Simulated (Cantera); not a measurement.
Input: 1 mol borazine, 4.7 mol H2O, 110 mol H2, equilibrated at 39.0 Pa.

Cantera equilibrium calculation (NASA polynomials, part measured and part estimated; ideal gas, pure solids and liquids). Candidate condensed phases: B, BN, B2O3, B3O3H3, H2O; 39 gas species. The feed counts by its element totals alone. The numbers say what is thermodynamically allowed, not how fast it happens.

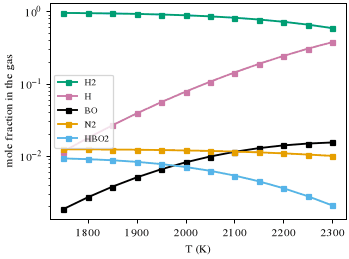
*Equilibrium gas composition (values under 1e-9 drawn at 1e-9)*

From 1750 K to 2300 K nothing is condensed. The main B-bearing gas is HBO2 at 1750 K and BO at 2300 K.
